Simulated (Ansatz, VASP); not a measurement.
**Pt3Pb: VASP beside Ansatz**

Wanted: the spread between two codes on one cell, functional and k mesh.

Method: plane waves, with VASP 6.6.1 beside it; relaxation of cell and atoms at PBEsol, in Ansatz 0.2.0.

### Step 1. The structure

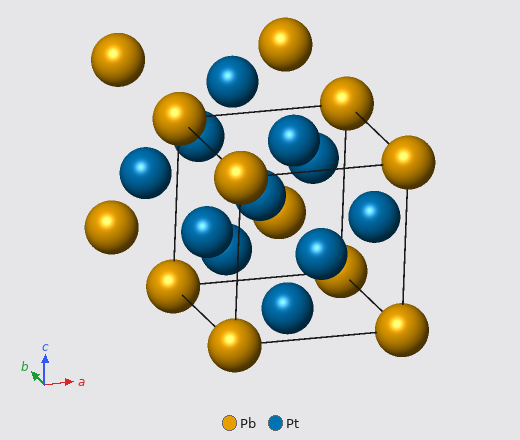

The starting structure, seen slightly off an axis (lead orange, platinum blue). 1×2×1 cells are drawn. Some periodic images of atoms are drawn too.

### Step 2. Ansatz: relaxation of cell and atoms, PBEsol

Ansatz runs on its default PAW (the set named soft_2) files.

The relaxed volume is the usual yardstick between codes: its relative difference is about their pressure difference at one cell divided by the bulk modulus.

The input, input.yaml:

```yaml
crystal:
  lattice:
    - [4.058, 0.0, 0.0]
    - [0.0, 4.058, 0.0]
    - [0.0, 0.0, 4.058]
  atoms:
    - { symbol: Pb, position: [0.0, 0.0, 0.0] }
    - { symbol: Pt, position: [0.5, 0.5, 0.0] }
    - { symbol: Pt, position: [0.5, 0.0, 0.5] }
    - { symbol: Pt, position: [0.0, 0.5, 0.5] }
hamiltonian:
  xc: pbesol
  pseudopotentials: { kind: paw }
kpoints:
  mp_grid: { grid: [5, 5, 5] }
scf:
  occupations: { method: gaussian, width: 0.05 }
relax:
  f_tol: 0.01
  max_steps: 60
  cell: { stress_tol: 0.05 }
output:
  forces: true
  stress: true
```

On the command line:

```bash
ansatz run input.yaml --threads 4 --pin off --max-ram 9216MiB --backend cpu --events-out ev --progress --plain --runs-dir out
```

Numbers of over 12 decimals in the logs are rounded to 6 here.

The program printed:

```text
Engine: ansatz 0.2.0, aarch64-unknown-linux-gnu
Pseudopotentials: kind: paw
Pseudopotential: Pb, paw, valence charge 14, recommended cutoff 420 eV (normal), Pb.paw.azcp
Pseudopotential: Pt, paw, valence charge 18, recommended cutoff 420 eV (normal), Pt.paw.azcp
Functional definition: PBEsol
  exchange = pbesol_x
  correlation = pbesol_c
Crystal: 4 atoms, lattice volume = 66.825 Å³
Basis set: ecut = 420 eV, 1309 PW (Γ), exchange–correlation on 60×60×60 points (8 copies of the dense FFT grid, shifted against one another)
Bands: 41, of which v1, the nominal top of the filled ones, is band 34 counted from 1 (33 counted from 0)
Symmetry: 48 space group operations
Space group: Pm-3m (ITA 221), of the structure as read, at distance tolerance 4.1e-5 Å
k-points: 10 of 125
Non-local potential: Pb, projectors of the file, l = 0: 2, l = 1: 2, l = 2: 2, l = 3: 2
Non-local potential: Pt, projectors of the file, l = 0: 3, l = 1: 2, l = 2: 2, l = 3: 1
PAW form: soft (Blöchl's): semilocal exchange-correlation on the pseudo side does not see the compensation charge
PAW frozen core: Pb, regenerated for the run's functional, and the local potential with it (the file was generated under x = pbe(κ = 0.804, μ = 0.219515), c = pbe(β = 0.066725))
PAW frozen core: Pt, regenerated for the run's functional, and the local potential with it (the file was generated under x = pbe(κ = 0.804, μ = 0.219515), c = pbe(β = 0.066725))
PAW one-centre angular grid: Pb, 590 points (default); XC on 64 Gauss nodes
PAW one-centre angular grid: Pt, 590 points (default); XC on 64 Gauss nodes
Initial density: superposition of atomic densities (neutral atoms: chi_scale 0, normalization atom), corrected by the library's trained network
Initial wavefunctions: pseudopotential atomic-orbital guess
Functional: x = pbesol(κ = 0.804, μ = 0.123457), c = pbesol(β = 0.046)
SCF iter   1: F=—  HF=-48906.722806 eV  |F-HF|=—  |Δ(HF+E_count)|=         —  Δρ=4.84e-3  dr2=1.11e-2  ethr=1.77e-3  ⟨swp⟩=6.7  Hψ=1603  notcnv=0  defer=1
preconditioner: auto → Resta (q_TF=auto, 2.736 Å⁻¹)  ε∞=7.7  [insulator: Δε(μ)=0.171 eV  Ē_g=11.627 eV  σ=0.050 eV  W_gap=0.81  n_scr=26 (ndim 8)  ℏωp=30.1 eV  f_vac=0.000  D(μ)=1.95/eV (n_scr^D=18)  ε∞_Penn≈7.7]
SCF iter   2: F=—  HF=-48906.721399 eV  |F-HF|=—  |Δ(HF+E_count)|=   1.41e-3  Δρ=2.38e-3  dr2=2.31e-3  ethr=1.63e-5  ⟨swp⟩=2.2  Hψ=679  notcnv=0  defer=8
SCF iter   3: F=—  HF=-48906.721026 eV  |F-HF|=—  |Δ(HF+E_count)|=   3.73e-4  Δρ=3.77e-4  dr2=5.10e-5  ethr=3.39e-6  ⟨swp⟩=2.0  Hψ=542  notcnv=0  defer=9
SCF iter   4: F=—  HF=-48906.721024 eV  |F-HF|=—  |Δ(HF+E_count)|=   2.51e-6  Δρ=5.88e-5  dr2=1.94e-6  ethr=7.51e-8  ⟨swp⟩=2.5  Hψ=719  notcnv=0  defer=9
iter 5 did not close the SCF: its close was put off for the readings that it lacked (scf_convergence_deferred on its scf_iter line)
SCF iter   5: F=-48906.721024 eV  HF=-48906.721024 eV  |F-HF|=2.06e-8  |Δ(HF+E_count)|=   1.04e-7  Δρ=1.18e-5  dr2=7.02e-8  ethr=2.86e-9  ⟨swp⟩=1.1  Hψ=391  notcnv=0  defer=9
SCF iter   6: F=-48906.721024 eV  HF=-48906.721024 eV  |F-HF|=7.57e-10  |Δ(HF+E_count)|=   1.37e-8  Δρ=1.95e-6  dr2=2.00e-9  ethr=1.03e-10  ⟨swp⟩=2.9  Hψ=1517  notcnv=0
SCF 1 converged in 6 iterations: F = -48906.721024 eV  dr2 = 2.00e-9
  greatest PAW one-centre occupation: 1.000 electrons in one spin orbital (limit 2), on the Pt atom at site 2 (counted from 0), in its partial waves of l = 0
relax step   1: F+E_penalty+E_count = -48906.72102356 eV  Δ(F+E_penalty+E_count) = +0.000e0 eV  max|allowed force component| = 7.225e-29 eV/Å  Δτ_max = 0.0000 Å  P = +1.259 GPa  Ω = 66.825 Å³  (6 SCF iters, dr2 threshold 1.00e-7 eV, accepted)
[...]
relax step   2: F+E_penalty+E_count = -48906.71192511 eV  Δ(F+E_penalty+E_count) = +9.098e-3 eV  max|allowed force component| = 2.255e-29 eV/Å  Δτ_max = 0.0000 Å  P = -3.057 GPa  Ω = 68.286 Å³  energy of the carried Pulay correction = -4.321e-4 eV  (6 SCF iters, dr2 threshold 4.00e-7 eV, rejected (line search))
[...]
relax step   3: F+E_penalty+E_count = -48906.72247833 eV  Δ(F+E_penalty+E_count) = -1.455e-3 eV  max|allowed force component| = 8.940e-29 eV/Å  Δτ_max = 0.0000 Å  P = -0.044 GPa  Ω = 67.244 Å³  energy of the carried Pulay correction = -1.251e-4 eV  (7 SCF iters, accepted)
[...]
relax step   4: F+E_penalty+E_count = -48906.72261288 eV  Δ(F+E_penalty+E_count) = -1.345e-4 eV  max|allowed force component| = 1.388e-28 eV/Å  Δτ_max = 0.0000 Å  P = -0.047 GPa  Ω = 67.244 Å³  stress off target by 4.65e-2 GPa  SCF on the basis re-selected at this cell (its energy is not comparable with the rows above)  (8 SCF iters)
basis re-selected at this cell: Δ(F+E_penalty+E_count) = -1.345e-4 eV, ΔP = -0.002 GPa vs the last step (what re-selecting the basis moved, of the pressure what is left beyond the Pulay correction that the steps carried, after the strain that the cell walked since its last selection, with what the two solves' SCF thresholds leave and, on support functions, any second-order correction that the steps lacked; it is no m [...]
SCF converged after 8 iterations
Free energy (F): -48906.722613 eV
Harris-Foulkes:  -48906.722613 eV  (|F-HF|=1.46e-11)
Internal energy: -48906.720164 eV  (E = F + TS)
E sigma→0 (E₀):  -48906.721388 eV
Entropy (-TS):   -0.002449 eV (-0.612 meV/atom)
Fermi energy:    20.836840 eV
--- Per-component energies (eV) ---
  E_band       = -417.664826
  E_kinetic    = 2211.855038
  E_local      = -5547.124542  (includes V_loc(G=0)·N_el)
  E_nonlocal   = 965.610498
  E_hartree    = 2106.453120
  E_xc         = -999.553587
  E_vxc        = -1039.863489  (∫ρ·V_xc dr)
  E_paw        = -38212.995714  (= ΣΔE_a)
  E_vpaw       = -1221.049196  (= ΣTr[D̂ρ^β])
  E_aug_tail   = 0.000626  (compensation charges beyond the density's cutoff)
  E_ewald      = -9431.888663
  E_core_change = 0.923060  (= ΣΔE_core)
  E_smearing   = -0.002449  (= −TS)
  E_closure    = 0.000000  (closes the sum)
  Σ components = -48906.722613   (vs F -48906.722613, Δ=0.00e0)
--- Forces (eV/Å), atoms counted from 1 ---
  atom   1  Pb    -0.00000000    -0.00000000    -0.00000000
  atom   2  Pt    -0.00000000    -0.00000000     0.00000000
  atom   3  Pt     0.00000000     0.00000000     0.00000000
  atom   4  Pt     0.00000000    -0.00000000     0.00000000
  max |Σ_I F_I| component: 2.23e-28 eV/Å
--- Stress (GPa, compression-positive) ---
       -0.046508       0.000000      -0.000000
        0.000000      -0.046508       0.000000
       -0.000000       0.000000      -0.046508
  P = ⅓ Tr σ = -0.0465 GPa (-0.465 kbar)
--- Relaxed structure (3 steps of the walk, 2 accepted, 1 SCFs on fresh bases) ---
  F+E_penalty+E_count = -48906.72261288 eV   max|allowed force component| = 1.388e-28 eV/Å   (the final SCF, on the basis selected at the relaxed cell)
  cell:  # Å, volume = 67.2444 Å³
    - [4.066481, 0, 0]
    - [0, 4.066481, 0.0]
    - [0, 0.0, 4.066481]
  atoms:
    - { symbol: Pb, position: [0, 0, 0] }
    - { symbol: Pt, position: [0.500000, 0.500000, 0] }
    - { symbol: Pt, position: [0.500000, 0, 0.500000] }
    - { symbol: Pt, position: [0, 0.500000, 0.500000] }
```

Wall time 2.4 s (4 threads of Arm Neoverse V2, shared host); peak memory 0.36 GiB; 6.7 s of CPU time.

### Step 3. VASP: relaxation of cell and atoms, PBEsol

The same cell, functional, mesh and smearing now go to VASP, with its own data sets and cutoff.

Lines of VASP's logs that name or quote its potential files are left out, and so is its time.

The input, INCAR:

```
SYSTEM = Pt3Pb
PREC = Accurate
ENCUT = 350
EDIFF = 1E-06
NELM = 120
ISMEAR = 0
SIGMA = 0.05
LREAL = .FALSE.
ALGO = Normal
GGA = PS
NBANDS = 23
LORBIT = 11
LWAVE = .FALSE.
LCHARG = .FALSE.
KPAR = 4
IBRION = 2
NSW = 40
ISIF = 3
EDIFFG = -0.02
POTIM = 0.4
```

The input, POSCAR:

```
Pt3Pb
1.0
    4.0580000000      0.0000000000      0.0000000000
    0.0000000000      4.0580000000      0.0000000000
    0.0000000000      0.0000000000      4.0580000000
Pb Pt
1 3
Direct
    0.0000000000      0.0000000000      0.0000000000
    0.5000000000      0.5000000000      0.0000000000
    0.5000000000      0.0000000000      0.5000000000
    0.0000000000      0.5000000000      0.5000000000
```

The input, KPOINTS:

```
Automatic mesh
0
Gamma
5 5 5
0 0 0
```

The projector-augmented-wave data sets are Pb and Pt (PBE family, release 64).

On the command line:

```bash
mpirun -np 4 vasp_std
```

The program printed:

```text
[banner, memory and clock lines left out]
running    4 mpi-ranks, on    1 nodes
 distrk:  each k-point on    1 cores,    4 groups
 distr:  one band on    1 cores,    1 groups

 POSCAR found type information on POSCAR PbPt
 POSCAR found :  2 types and       4 ions
|                                                                             |
|               ----> ADVICE to this user running VASP <----                  |
|                                                                             |
|     You enforced a specific xc type in the INCAR file but a different       |
|     [... a line on the potential file left out ...]
|     I HOPE YOU KNOW WHAT YOU ARE DOING!                                     |
|                                                                             |

 LDA part: xc-table for (Slater+PW92), standard interpolation
 POSCAR, INCAR and KPOINTS ok, starting setup
 FFT: planning ... GRIDC
 FFT: planning ... GRID_SOFT
 FFT: planning ... GRID
 WAVECAR not read
 entering main loop
       N       E                     dE             d eps       ncg     rms          rms(c)
DAV:   1     0.139295837958E+03    0.13930E+03   -0.12738E+04   460   0.989E+02
DAV:   2    -0.223651261926E+02   -0.16166E+03   -0.15007E+03   544   0.227E+02
DAV:   3    -0.262784932799E+02   -0.39134E+01   -0.38645E+01   558   0.364E+01
DAV:   4    -0.263107198100E+02   -0.32227E-01   -0.32222E-01   495   0.365E+00
DAV:   5    -0.263112052033E+02   -0.48539E-03   -0.48539E-03   551   0.446E-01    0.205E+01
DAV:   6    -0.254375693332E+02    0.87364E+00   -0.21527E+00   481   0.108E+01    0.106E+01
DAV:   7    -0.253078415046E+02    0.12973E+00   -0.10108E-01   467   0.196E+00    0.410E+00
DAV:   8    -0.252889203750E+02    0.18921E-01   -0.35257E-02   496   0.755E-01    0.716E-01
DAV:   9    -0.252886303671E+02    0.29001E-03   -0.12509E-03   523   0.187E-01    0.481E-01
DAV:  10    -0.252885589683E+02    0.71399E-04   -0.69132E-04   496   0.154E-01    0.499E-02
DAV:  11    -0.252885581953E+02    0.77301E-06   -0.32820E-05   516   0.284E-02    0.427E-02
DAV:  12    -0.252885580544E+02    0.14096E-06   -0.10728E-06   375   0.744E-03
   1 F= -.25288558E+02 E0= -.25287335E+02  d E =-.252886E+02
 curvature:   0.00 expect dE= 0.000E+00 dE for cont linesearch  0.000E+00
 trial: gam= 0.00000 g(F)=  0.000E+00 g(S)=  0.753E-03 ort = 0.000E+00 (trialstep = 0.100E+01)
 search vector abs. value=  0.753E-03
 bond charge predicted
       N       E                     dE             d eps       ncg     rms          rms(c)
DAV:   1    -0.252951829937E+02   -0.66248E-02   -0.12983E-01   460   0.284E+00    0.569E-01
DAV:   2    -0.252885062696E+02    0.66767E-02   -0.19968E-02   460   0.108E+00    0.174E-01
DAV:   3    -0.252883575199E+02    0.14875E-03   -0.54457E-04   460   0.140E-01    0.119E-01
DAV:   4    -0.252883185596E+02    0.38960E-04   -0.86292E-05   490   0.416E-02    0.417E-02
DAV:   5    -0.252883191514E+02   -0.59179E-06   -0.20287E-05   495   0.206E-02    0.252E-02
DAV:   6    -0.252883197388E+02   -0.58740E-06   -0.15422E-06   347   0.770E-03
   2 F= -.25288320E+02 E0= -.25287094E+02  d E =0.238316E-03
 trial-energy change:    0.000238  1 .order    0.000205   -0.000753    0.001164
 step:   0.3689(harm=  0.3929)  dis= 0.00000  next Energy=   -25.288695 (dE=-0.137E-03)
 bond charge predicted
       N       E                     dE             d eps       ncg     rms          rms(c)
DAV:   1    -0.252914111409E+02   -0.30920E-02   -0.51743E-02   460   0.179E+00    0.363E-01
DAV:   2    -0.252887578396E+02    0.26533E-02   -0.79374E-03   460   0.679E-01    0.106E-01
DAV:   3    -0.252887022632E+02    0.55576E-04   -0.21695E-04   460   0.886E-02    0.722E-02
DAV:   4    -0.252886915669E+02    0.10696E-04   -0.34722E-05   490   0.264E-02    0.248E-02
DAV:   5    -0.252886944168E+02   -0.28498E-05   -0.76948E-06   495   0.127E-02    0.158E-02
DAV:   6    -0.252886953135E+02   -0.89670E-06   -0.59649E-07   237   0.479E-03
   3 F= -.25288695E+02 E0= -.25287471E+02  d E =-.137259E-03
 curvature:  -0.20 expect dE=-0.338E-07 dE for cont linesearch -0.338E-07
 trial: gam=-0.01489 g(F)=  0.160E-66 g(S)=  0.172E-06 ort = 0.114E-04 (trialstep = 0.874E+00)
 search vector abs. value=  0.139E-09
 reached required accuracy - stopping structural energy minimisation
```

From OUTCAR (step 3):

```text
ion  position               nearest neighbor table
   1  0.000  0.000  0.000-   2 2.87   3 2.87   4 2.87   3 2.87   4 2.87   2 2.87   4 2.87   4 2.87
                             2 2.87   3 2.87   3 2.87   2 2.87
   2  0.500  0.500  0.000-   1 2.87   3 2.87   4 2.87   3 2.87   4 2.87   1 2.87   3 2.87   3 2.87
                             1 2.87   4 2.87   4 2.87   1 2.87
   3  0.500  0.000  0.500-   1 2.87   2 2.87   4 2.87   1 2.87   2 2.87   2 2.87   4 2.87   2 2.87
                             1 2.87   4 2.87   1 2.87   4 2.87
   4  0.000  0.500  0.500-   1 2.87   2 2.87   3 2.87   1 2.87   2 2.87   1 2.87   3 2.87   1 2.87
                             2 2.87   3 2.87   2 2.87   3 2.87

  LATTYP: Found a simple cubic cell.
 ALAT       =     4.0580000000

 Subroutine GETGRP returns: Found 48 space group operations
 (whereof 48 operations were pure point group operations)

The static configuration has the point symmetry O_h .

 Found     10 irreducible k-points:

   k-points           NKPTS =     10   k-points in BZ     NKDIM =     10   number of bands    NBANDS=     23

   dimension x,y,z NGX =    28 NGY =   28 NGZ =   28
   dimension x,y,z NGXF=    56 NGYF=   56 NGZF=   56

   ENCUT  =  350.0 eV  25.72 Ry    5.07 a.u.   6.19  6.19  6.19*2*pi/ulx,y,z

   NELECT =      34.0000    total number of electrons

 k-points in reciprocal lattice and weights: Automatic mesh
   0.00000000  0.00000000  0.00000000       0.008
   0.20000000  0.00000000  0.00000000       0.048
   0.40000000  0.00000000  0.00000000       0.048
   0.20000000  0.20000000  0.00000000       0.096
   0.40000000  0.20000000  0.00000000       0.192
   0.40000000  0.40000000  0.00000000       0.096
   0.20000000  0.20000000  0.20000000       0.064
   0.40000000  0.20000000  0.20000000       0.192
   0.40000000  0.40000000  0.20000000       0.192
   0.40000000  0.40000000  0.40000000       0.064

 average (electrostatic) potential at core
       1 -37.2575       2 -63.5834       3 -63.5834       4 -63.5834

 E-fermi :  10.0870

 k-point     1 :       0.0000    0.0000    0.0000
  band No.  band energies     occupation
    ...
     12       8.9552      2.00000
     13       9.1254      2.00000
     14       9.1254      2.00000
     15       9.1254      2.00000
     16       9.7246      2.00000
     17      10.2071      0.00069
     18      10.2071      0.00069
     19      10.2071      0.00069
     20      11.7639      0.00000
     21      16.2129      0.00000
    ...

 k-point     2 :       0.2000    0.0000    0.0000
  band No.  band energies     occupation
    ...
     12       8.7119      2.00000
     13       8.8498      2.00000
     14       8.8498      2.00000
     15       8.8916      2.00000
     16       9.3469      2.00000
     17      10.2085      0.00059
     18      11.3242      0.00000
     19      11.3242      0.00000
     20      12.2909      0.00000
     21      16.0135      0.00000
    ...

 k-point     3 :       0.4000    0.0000    0.0000
  band No.  band energies     occupation
    ...
     12       7.8710      2.00000
     13       7.9538      2.00000
     14       7.9538      2.00000
     15       8.1391      2.00000
     16       9.0449      2.00000
     17      10.2101      0.00050
     18      11.4247      0.00000
     19      13.5422      0.00000
     20      13.5422      0.00000
     21      15.6806      0.00000
    ...

  Total        0.0024388      0.0024388      0.0024388      0.0000000      0.0000000     -0.0000000
  in kB        0.0583710      0.0583710      0.0583710      0.0000000      0.0000000     -0.0000000
  external PRESSURE =       0.0583710 kB  Pullay stress =       0.0000000 kB

  energy-cutoff  :      350.00
  volume of cell :       66.94
      direct lattice vectors                 reciprocal lattice vectors
     4.060330263 -0.000000000 -0.000000000     0.246285385  0.000000000 -0.000000000
    -0.000000000  4.060330263 -0.000000000     0.000000000  0.246285385 -0.000000000
     0.000000000  0.000000000  4.060330263     0.000000000  0.000000000  0.246285385

 POSITION                                       TOTAL-FORCE (eV/Angst)
 -----------------------------------------------------------------------------------
      0.00000      0.00000      0.00000        -0.000000     -0.000000      0.000000
      2.03017      2.03017     -0.00000        -0.000000     -0.000000      0.000000
      2.03017      0.00000      2.03017         0.000000      0.000000      0.000000
      0.00000      2.03017      2.03017        -0.000000      0.000000      0.000000
 -----------------------------------------------------------------------------------
    total drift:                                0.000000      0.000000      0.000000

  FREE ENERGIE OF THE ION-ELECTRON SYSTEM (eV)
  ---------------------------------------------------
  free  energy   TOTEN  =       -25.2886953135 eV

  energy  without entropy=      -25.2862472183  energy(sigma->0) =      -25.28747127

 reached required accuracy - stopping structural energy minimisation

 total charge
# of ion       s       p       d       tot
------------------------------------------
    1        1.569   1.840   0.394   3.804
    2        0.586   0.501   8.177   9.264
    3        0.586   0.501   8.177   9.264
    4        0.586   0.501   8.177   9.264
--------------------------------------------------
tot          3.328   3.344  24.924  31.596

[... 3 further parts left out ...]
```

### Step 4. Side by side

Known differences besides the PAW data sets themselves: both relaxations stop at a tolerance, which leaves soft axes loose, and VASP keeps its plane-wave basis; the data sets hold 68 valence electrons in Ansatz (default PAW (the set named soft_2) files) and 34 in VASP; the cutoff is 420 eV in Ansatz and 350 eV in VASP; Ansatz makes its cores anew for this functional, VASP keeps those of its PBE data sets; VASP leaves aspherical gradient terms in its spheres out (LASPH is not set), Ansatz keeps them; Ansatz adds a Pulay correction to the stress that steers its cell, VASP none. Total energies have different zeros and are not compared.

The two programs side by side:

| quantity | Ansatz | VASP | difference |
| --- | --- | --- | --- |
| volume (Å³) | 67.24 | 66.94 | +0.46 % |
| edge a after relaxation, in the typed setting (Å) | 4.066 | 4.060 | +0.15 % |

The walks stopped with -0.05 GPa left in Ansatz and 0.01 GPa in VASP; each walk ends within a tolerance, so the volume difference is uncertain by about these residues over the bulk modulus, most in soft cells.

### Step 5. Outcome

```
difference in volume (relaxation of cell and atoms, PBEsol) : 0.46 %
```

In words: The difference in volume is 0.46 % (relaxation of cell and atoms, PBEsol), within the 1.2 % picked in this series as the mark of a large difference, as far as the stopping tolerances let one tell. How closely two codes agree says nothing of how well the functional describes the real material.

[Lines on the potential files, build, host, timing and source positions are cut from VASP's logs without a mark.]

[Logs are printed without paths, hosts, clocks, repeated set-up lines and the standing remarks that a program may print on its own settings, such as how far it seeks lower states.]

[Hosts, paths, dates, database ids (printed as entryN), source tags and the programs' standing remarks are cut or masked in the printed files.]
